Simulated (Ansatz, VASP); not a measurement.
**BaZr2: VASP beside Ansatz**

One calculation is typed for both programs; each brings its own data sets and cutoff. How far apart do they land? The cell is generated by rule, not measured, and may not be a known phase. The cell comes out of the VASP series on this material, whose earlier steps may have relaxed, scaled or displaced it; both programs get it as it stands.

Calculated with Ansatz 0.2.0; plane waves, with VASP 6.6.1 beside it; single point at PBE.

## (1) Set-up

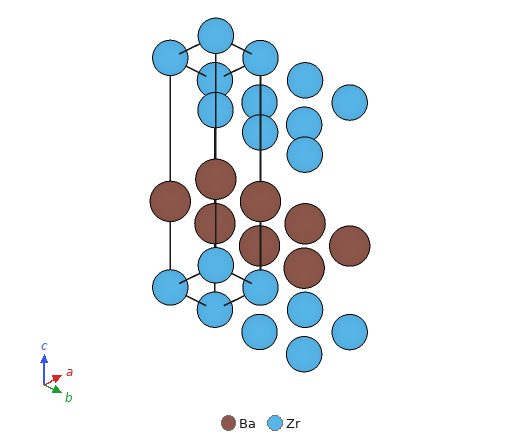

The cell as given, from a free direction (barium brown, zirconium blue). 1×3×1 cells are drawn. Some periodic images of atoms are drawn too.

Coordinates:

```cif
data_structure
_symmetry_space_group_name_H-M 'P3m1'
_symmetry_Int_Tables_number 156
_cell_length_a 3.3851
_cell_length_b 3.3851
_cell_length_c 8.9874
_cell_angle_alpha 90.000
_cell_angle_beta 90.000
_cell_angle_gamma 120.000
_cell_volume 89.19
loop_
_atom_site_label
_atom_site_type_symbol
_atom_site_symmetry_multiplicity
_atom_site_Wyckoff_symbol
_atom_site_fract_x
_atom_site_fract_y
_atom_site_fract_z
_atom_site_occupancy
Ba1 Ba 1 a 0.00000 0.00000 0.37636 1
Zr1 Zr 1 c 0.66667 0.33333 0.74204 1
Zr2 Zr 1 a 0.00000 0.00000 0.00146 1
```

## (2) Ansatz: single point, PBE

Ansatz runs on its default PAW (the set named soft_2) files.

With cell and atoms fixed, the geometry can't cause a difference; cores, projectors, grids and the points listed under the comparison can.

Contents of input.yaml:

```yaml
crystal:
  lattice:
    - [3.3851044583, 9.0e-10, 0.0]
    - [-1.692552233, 2.9315864588, 0.0]
    - [0.0, 0.0, 8.9874287005]
  atoms:
    - { symbol: Ba, position: [0.0, 0.0, 0.3763605996] }
    - { symbol: Zr, position: [0.66666667, 0.33333333, 0.7420418251] }
    - { symbol: Zr, position: [0.0, 0.0, 0.0014641852] }
hamiltonian:
  xc: pbe
  pseudopotentials: { kind: paw }
kpoints:
  mp_grid: { grid: [9, 9, 3] }
scf:
  occupations: { method: fermi_dirac, width: 0.05 }
  n_extra_bands: 4
output:
  forces: true
  stress: true
  eigenvalues: true
```

The run is started by

```sh
> ansatz run input.yaml --threads 2 --pin off --max-ram 4608MiB --backend cpu --events-out ev --progress --plain --runs-dir out
```

Numbers of over 12 decimals in the logs are rounded to 6 here.

The program printed:

```text
Warning: the atoms were moved onto the symmetric positions of the space group found under crystal.symmetry.tolerance 1.0e-5 (fractional; no operation is sought that the atoms, as they stand in a round, miss by more than twice it, and no atom is moved by as much as it), and the run uses the moved positions. Before a round's move an operation carried an atom to 2.26e-8 Å from where it should land, the largest such dist [...]
scf.n_extra_bands = 4 over 17 filled bands (N_el = 34.0): the run solves 21 bands
Engine: ansatz 0.2.0, x86_64-unknown-linux-gnu
Pseudopotentials: kind: paw
Pseudopotential: Ba, paw, valence charge 10, recommended cutoff 420 eV (normal), Ba.paw.azcp
Pseudopotential: Zr, paw, valence charge 12, recommended cutoff 420 eV (normal), Zr.paw.azcp
Functional definition: PBE
  parameter kappa = 0.804
  parameter beta = 0.066725
  exchange = pbe_x(kappa = kappa, mu = beta*pi^2/3)
  correlation = pbe_c(beta = beta)
Crystal: 3 atoms, lattice volume = 89.189 Å³
Basis set: ecut = 420 eV, 1747 PW (Γ), exchange–correlation on 48×48×128 points (8 copies of the dense FFT grid, shifted against one another)
Bands: 21, of which v1, the nominal top of the filled ones, is band 17 counted from 1 (16 counted from 0)
Symmetry: 6 space group operations
Space group: P3m1 (ITA 156), of the structure as read, at distance tolerance 4.5e-5 Å
k-points: 31 of 243 (time reversal used)
Non-local potential: Ba, projectors of the file, l = 0: 3, l = 1: 2, l = 2: 2, l = 3: 2
Non-local potential: Zr, projectors of the file, l = 0: 3, l = 1: 2, l = 2: 2, l = 3: 2
PAW form: soft (Blöchl's): semilocal exchange-correlation on the pseudo side does not see the compensation charge
PAW one-centre angular grid: Ba, 194 points (default); XC on 64 Gauss nodes
PAW one-centre angular grid: Zr, 590 points (default); XC on 64 Gauss nodes
Initial density: superposition of atomic densities (neutral atoms: chi_scale 0, normalization atom), corrected by the library's trained network
Initial wavefunctions: pseudopotential atomic-orbital guess
Functional: x = pbe(κ = 0.804, μ = 0.219515), c = pbe(β = 0.066725)
SCF iter   1: F=—  HF=-14315.877267 eV  |F-HF|=—  |Δ(HF+E_count)|=         —  Δρ=4.33e-3  dr2=6.99e-2  ethr=1.77e-3  ⟨swp⟩=6.4  Hψ=3419  notcnv=0
preconditioner: auto → Kerker (q_TF=auto, 2.323 Å⁻¹)  [metal: Δε(μ)=0.049 eV  Ē_g=6.844 eV  σ=0.050 eV  W_gap=0.24  n_scr=24 (ndim 8)  ℏωp=15.7 eV  f_vac=0.000  D(μ)=4.10/eV (n_scr^D=38)]
SCF iter   2: F=—  HF=-14315.873973 eV  |F-HF|=—  |Δ(HF+E_count)|=   3.29e-3  Δρ=2.43e-3  dr2=8.54e-3  ethr=2.06e-4  ⟨swp⟩=1.3  Hψ=912  notcnv=0
SCF iter   3: F=—  HF=-14315.873920 eV  |F-HF|=—  |Δ(HF+E_count)|=   5.31e-5  Δρ=1.30e-3  dr2=2.66e-3  ethr=2.51e-5  ⟨swp⟩=1.5  Hψ=702  notcnv=0
SCF iter   4: F=—  HF=-14315.874017 eV  |F-HF|=—  |Δ(HF+E_count)|=   9.78e-5  Δρ=2.96e-4  dr2=1.59e-4  ethr=7.83e-6  ⟨swp⟩=1.7  Hψ=915  notcnv=0
SCF iter   5: F=—  HF=-14315.874025 eV  |F-HF|=—  |Δ(HF+E_count)|=   7.45e-6  Δρ=5.70e-5  dr2=3.51e-6  ethr=4.68e-7  ⟨swp⟩=2.2  Hψ=949  notcnv=0
SCF iter   6: F=—  HF=-14315.874026 eV  |F-HF|=—  |Δ(HF+E_count)|=   1.05e-6  Δρ=1.59e-5  dr2=6.93e-7  ethr=1.03e-8  ⟨swp⟩=2.5  Hψ=1024  notcnv=0
SCF iter   7: F=-14315.874026 eV  HF=-14315.874026 eV  |F-HF|=7.76e-8  |Δ(HF+E_count)|=   3.62e-8  Δρ=3.83e-6  dr2=8.99e-8  ethr=2.94e-10  ⟨swp⟩=4.0  Hψ=2745  notcnv=0
SCF 1 converged in 7 iterations: F = -14315.874026 eV  dr2 = 8.99e-8
  greatest PAW one-centre occupation: 0.996 electrons in one spin orbital (limit 2), on the Zr atom at site 1 (counted from 0), in its partial waves of l = 0
SCF converged after 7 iterations
Free energy (F): -14315.874026 eV
Harris-Foulkes:  -14315.874026 eV  (|F-HF|=7.76e-8)
Internal energy: -14315.840605 eV  (E = F + TS)
E sigma→0 (E₀):  -14315.857316 eV
Entropy (-TS):   -0.033420 eV (-11.140 meV/atom)
Fermi energy:    11.648083 eV
--- Per-component energies (eV) ---
  E_band       = -275.903351
  E_kinetic    = 832.668502
  E_local      = -1978.405865  (includes V_loc(G=0)·N_el)
  E_nonlocal   = 219.382065
  E_hartree    = 681.791138
  E_xc         = -490.139694
  E_vxc        = -516.106783  (∫ρ·V_xc dr)
  E_paw        = -11134.391382  (= ΣΔE_a)
  E_vpaw       = -197.031064  (= ΣTr[D̂ρ^β])
  E_aug_tail   = 0.000047  (compensation charges beyond the density's cutoff)
  E_ewald      = -2446.745417
  E_smearing   = -0.033420  (= −TS)
  E_closure    = 0.000000  (closes the sum)
  Σ components = -14315.874026   (vs F -14315.874026, Δ=0.00e0)
--- Forces (eV/Å), atoms counted from 1 ---
  atom   1  Ba     0.00000000     0.00000000    -0.01659437
  atom   2  Zr    -0.00000000    -0.00000000    -0.15202195
  atom   3  Zr     0.00000000     0.00000000     0.16864808
  max |Σ_I F_I| component: 3.18e-5 eV/Å
--- Stress (GPa, compression-positive) ---
       -0.427384      -0.000000       0.000000
        0.000000      -0.427384       0.000000
        0.000000       0.000000       0.221701
  P = ⅓ Tr σ = -0.2110 GPa (-2.110 kbar)
--- Band table (eV; the first three rows and the last of 31) ---
  k-point 0: bands = [... 13 lower, 8.7016, 10.5174, 11.6412, 12.0266, 12.2622, 12.2622, 12.3950, 12.3950]
  k-point 1: bands = [... 13 lower, 8.4739, 10.1784, 11.4825, 12.2663, 12.2663, 12.3906, 12.3906, 12.6134]
  k-point 2: bands = [... 13 lower, 8.9718, 10.7754, 11.3549, 11.8922, 12.2929, 12.4412, 12.5842, 12.6056]
  k-point 30: bands = [... 13 lower, 10.5081, 10.6402, 10.7959, 11.2467, 11.5656, 11.7558, 12.7282, 13.7261]
```

Elapsed: 2.6 s, on 2 threads of Intel Xeon Platinum 8259CL at 2.50GHz (Skylake/Cascade Lake), shared host; peak memory 0.42 GiB; 4.9 s of CPU time.

Reading the cycles: dr2 is the Hartree energy of the density residual (eV), the measure of convergence; HF is the Harris–Foulkes estimate of the energy, which meets the free energy F at convergence.

The run ends at a pressure of -0.21 GPa, with forces up to 0.17 eV/Å.

## (3) VASP: single point, PBE

The same cell, functional, mesh and smearing now go to VASP, with its own data sets and cutoff.

Lines of VASP's logs that name or quote its potential files are left out, and so is its time.

Contents of INCAR:

```
SYSTEM = BaZr2
PREC = Accurate
ENCUT = 400
EDIFF = 1E-06
NELM = 100
ISMEAR = -1
SIGMA = 0.05
LREAL = .FALSE.
ALGO = Normal
GGA = PE
NBANDS = 23
LORBIT = 11
LWAVE = .FALSE.
LCHARG = .FALSE.
ISIF = 2
```

Contents of POSCAR:

```
BaZr2
1.0
    3.3851044583      0.0000000009      0.0000000000
   -1.6925522330      2.9315864588      0.0000000000
    0.0000000000      0.0000000000      8.9874287005
Ba Zr
1 2
Direct
    0.0000000000      0.0000000000      0.3763605996
    0.6666666700      0.3333333300      0.7420418251
    0.0000000000      0.0000000000      0.0014641852
```

Contents of KPOINTS:

```
Automatic mesh
0
Gamma
9 9 3
0 0 0
```

PAW data sets: Ba_sv and Zr_sv (PBE family, release 64).

The run is started by

```sh
> mpirun -np 1 vasp_std
```

The program printed:

```text
[banner, memory and clock lines left out]
running    1 mpi-ranks, on    1 nodes
 distrk:  each k-point on    1 cores,    1 groups
 distr:  one band on    1 cores,    1 groups

 POSCAR found type information on POSCAR BaZr
 POSCAR found :  2 types and       3 ions
 LDA part: xc-table for (Slater+PW92), standard interpolation
 POSCAR, INCAR and KPOINTS ok, starting setup
 FFT: planning ... GRIDC
 FFT: planning ... GRID_SOFT
 FFT: planning ... GRID
 WAVECAR not read
 entering main loop
       N       E                     dE             d eps       ncg     rms          rms(c)
DAV:   1     0.252638117547E+03    0.25264E+03   -0.15266E+04  1442   0.116E+03
DAV:   2    -0.390163217071E+00   -0.25303E+03   -0.24703E+03  1699   0.329E+02
DAV:   3    -0.189639190309E+02   -0.18574E+02   -0.18156E+02  2644   0.682E+01
DAV:   4    -0.195981224967E+02   -0.63420E+00   -0.63165E+00  1986   0.120E+01
DAV:   5    -0.196130558087E+02   -0.14933E-01   -0.14925E-01  2166   0.176E+00    0.137E+01
DAV:   6    -0.186409620172E+02    0.97209E+00   -0.13706E+01  2031   0.130E+01    0.596E+00
DAV:   7    -0.175944772206E+02    0.10465E+01   -0.51344E+00  2067   0.682E+00    0.393E+00
DAV:   8    -0.175483457936E+02    0.46131E-01   -0.50034E-01  1984   0.420E+00    0.121E+00
DAV:   9    -0.175454949232E+02    0.28509E-02   -0.27675E-01  2070   0.264E+00    0.989E-01
DAV:  10    -0.175330628703E+02    0.12432E-01   -0.72137E-02  1975   0.155E+00    0.414E-01
DAV:  11    -0.175331121533E+02   -0.49283E-04   -0.13931E-02  2037   0.714E-01    0.903E-02
DAV:  12    -0.175329361500E+02    0.17600E-03   -0.11124E-03  1955   0.203E-01    0.307E-02
DAV:  13    -0.175329375603E+02   -0.14103E-05   -0.47661E-05  1927   0.453E-02    0.142E-02
DAV:  14    -0.175329406271E+02   -0.30668E-05   -0.38192E-06  1828   0.145E-02    0.426E-03
DAV:  15    -0.175329403925E+02    0.23464E-06   -0.12542E-06  1252   0.554E-03
   1 F= -.17532940E+02 E0= -.17516349E+02  d E =-.331832E-01
```

Parts of OUTCAR (step 3):

```text
ion  position               nearest neighbor table
   1  0.000  0.000  0.376-   3 3.37   2 3.82   2 3.82   2 3.82
   2  0.667  0.333  0.742-   3 3.04   3 3.04   3 3.04   1 3.82   1 3.82   1 3.82
   3  0.000  0.000  0.001-   2 3.04   2 3.04   2 3.04   1 3.37

  LATTYP: Found a hexagonal cell.
 ALAT       =     3.3851044583
 C/A-ratio  =     2.6549930176

 Subroutine GETGRP returns: Found  6 space group operations
 (whereof  6 operations were pure point group operations)

The static configuration has the point symmetry C_3v.

 Found     31 irreducible k-points:

   k-points           NKPTS =     31   k-points in BZ     NKDIM =     31   number of bands    NBANDS=     23

   dimension x,y,z NGX =    24 NGY =   24 NGZ =   60
   dimension x,y,z NGXF=    48 NGYF=   48 NGZF=  120

   ENCUT  =  400.0 eV  29.40 Ry    5.42 a.u.   5.52  5.52 14.66*2*pi/ulx,y,z

   NELECT =      34.0000    total number of electrons

 k-points in reciprocal lattice and weights: Automatic mesh
   0.00000000  0.00000000  0.00000000       0.004
   0.11111111  0.00000000  0.00000000       0.025
   0.22222222 -0.00000000  0.00000000       0.025
   0.33333333  0.00000000  0.00000000       0.025
   0.44444444 -0.00000000  0.00000000       0.025
   0.11111111  0.11111111  0.00000000       0.025
   0.22222222  0.11111111  0.00000000       0.049
   0.33333333  0.11111111  0.00000000       0.049
   0.44444444  0.11111111  0.00000000       0.025
[...]
-0.22222222 -0.44444444  0.33333333       0.049
   0.33333333  0.33333333  0.33333333       0.016

 average (electrostatic) potential at core
       1 -34.1881       2 -77.8383       3 -77.8906

 E-fermi :   6.1006

 k-point     1 :       0.0000    0.0000    0.0000
  band No.  band energies     occupation
    ...
     12      -6.0460      2.00000
     13       1.3281      2.00000
     14       3.1427      2.00000
     15       4.9304      2.00000
     16       6.0589      1.39420
     17       6.4529      0.00174
     18       6.7104      0.00001
     19       6.7104      0.00001
     20       6.8447      0.00000
     21       6.8447      0.00000
    ...

 k-point     2 :       0.1111    0.0000    0.0000
  band No.  band energies     occupation
    ...
     12      -6.1441      2.00000
     13       1.6277      2.00000
     14       3.4127      2.00000
     15       5.1984      2.00000
     16       5.7902      1.99598
     17       6.3254      0.02206
     18       6.7324      0.00001
     19       6.8900      0.00000
     20       7.0334      0.00000
     21       7.0569      0.00000
    ...

 k-point     3 :       0.2222   -0.0000    0.0000
  band No.  band energies     occupation
    ...
     13       2.4151      2.00000
     14       4.0099      2.00000
     15       5.1008      2.00000
     16       5.2496      2.00000
     17       6.0730      1.26882
     18       6.5821      0.00013
     19       6.8734      0.00000
     20       7.0609      0.00000
     21       7.3692      0.00000
     22       7.7057      0.00000
    ...

  Total        0.0458006      0.0458006      0.3571255     -0.0000000      0.0000000      0.0000000
  in kB        0.8227572      0.8227572      6.4153628     -0.0000000      0.0000000      0.0000000
  external PRESSURE =       2.6869591 kB  Pullay stress =       0.0000000 kB

  energy-cutoff  :      400.00
  volume of cell :       89.19
      direct lattice vectors                 reciprocal lattice vectors
     3.385104458  0.000000001  0.000000000     0.295411859  0.170556116  0.000000000
    -1.692552233  2.931586459  0.000000000    -0.000000000  0.341112232  0.000000000
     0.000000000  0.000000000  8.987428701     0.000000000  0.000000000  0.111266529

 POSITION                                       TOTAL-FORCE (eV/Angst)
 -----------------------------------------------------------------------------------
      0.00000      0.00000      3.38251         0.000000     -0.000000      0.005141
      1.69255      0.97720      6.66905        -0.000000      0.000000     -0.133106
      0.00000      0.00000      0.01316         0.000000     -0.000000      0.127964
 -----------------------------------------------------------------------------------
    total drift:                               -0.000031      0.000018      0.000065

  FREE ENERGIE OF THE ION-ELECTRON SYSTEM (eV)
  ---------------------------------------------------
  free  energy   TOTEN  =       -17.5329403925 eV

  energy  without entropy=      -17.4997572404  energy(sigma->0) =      -17.51634882

 total charge
# of ion       s       p       d       tot
------------------------------------------
    1        2.052   5.484   0.710   8.247
    2        2.229   5.952   1.553   9.734
    3        2.227   5.949   1.563   9.739
--------------------------------------------------
tot          6.508  17.385   3.826  27.719

[... 3 further parts left out ...]
```

The run ends at a pressure of 0.27 GPa, with forces up to 0.13 eV/Å.

## (4) Side by side

Known differences besides the PAW data sets themselves: the cutoff is 420 eV in Ansatz and 400 eV in VASP; VASP leaves aspherical gradient terms in its spheres out (LASPH is not set), Ansatz keeps them. Total energies have different zeros and are not compared.

Compared:

```csv
quantity,Ansatz,VASP,difference
pressure (GPa),-0.21,0.27,-0.48
```

Forces (eV/Å; atoms numbered as in POSCAR):

```csv
atom,"Ansatz x, y, z","VASP x, y, z"
Ba1,"0.000, 0.000, -0.017","0.000, 0.000, 0.005"
Zr2,"0.000, 0.000, -0.152","0.000, 0.000, -0.133"
Zr3,"0.000, 0.000, 0.169","0.000, 0.000, 0.128"
```

The forces differ by 17 meV/Å r.m.s., which is 27.0 % of the r.m.s. force of 0.06 eV/Å (both taken over all components).

## (5) Further runs

The difference is large enough to ask for its cause, so further runs change the set-up of one program at a time, as the table lists.

```csv
run,r.m.s. force difference (meV/Å)
as above,17
Ansatz's larger PAW set (cutoff 500 eV),17
norm-conserving potentials (cutoff 898 eV),18
```

## (6) Results

```yaml
r_m_s_force_difference_single_point_pbe: 17 meV/Å
```

In words: The r.m.s. force difference is 17 meV/Å (single point, PBE), beyond the 12 meV/Å picked in this series as the mark of a large difference. For single point, PBE: no further run halves the r.m.s. force difference; only Ansatz's side was varied, and Ansatz's runs with other potentials lie closer to each other than to VASP, which for this quantity points to VASP's side; this was not tested here. Differences of this kind measure data sets and numerical settings, not the functional's error against experiment.

[Lines on the potential files, build, host, timing and source positions are cut from VASP's logs without a mark.]

[Logs are printed without paths, hosts, clocks, repeated set-up lines and the standing remarks that a program may print on its own settings, such as how far it seeks lower states.]

[Hosts, paths, dates, database ids (printed as entryN), source tags and the programs' standing remarks are cut or masked in the printed files.]
